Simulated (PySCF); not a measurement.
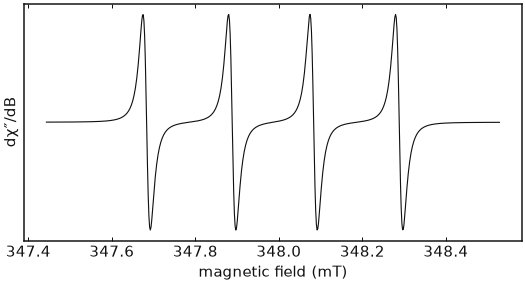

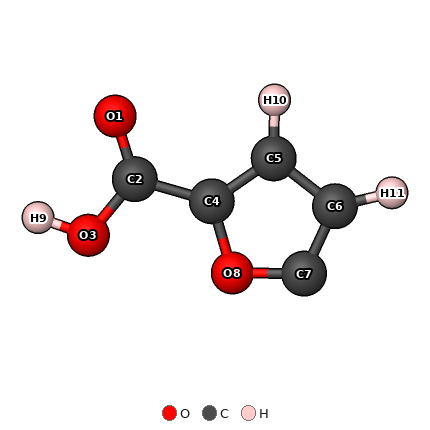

First-order isotropic EPR spectrum (fast tumbling, first derivative) of C₅H₃O₃, SMILES O=C(O)c1cc[c]o1, doublet at 9.75 GHz, Lorentzian lines of 0.03 mT full width at half height, from computed g and hyperfine couplings (B3LYP/pcH-1 with PySCF 2.14.0, at a GFN2-xTB geometry (no frequency check), gas phase); values of one conformer, averaged over methyl-type rotors alone; other conformers aren't averaged in; no vibrational averaging; dilute isotopes left out. The SMILES is one Lewis form and needn't show where the spin sits.

> Which couplings does the calculation give? The spectrum shows the sizes of those above the line width, not their signs.

```tsv
nuclei	isotope	a (mT)	a (MHz)
H10	¹H	0.40	11.2
H11	¹H	0.21	5.8
```

> What is the g value, and how wide is the spectrum?

g_iso = 2.0018, which centres the spectrum at 348.0 mT; it spans 0.6 mT.

Note: the tight-binding geometry is rougher than a DFT one and adds to the error.
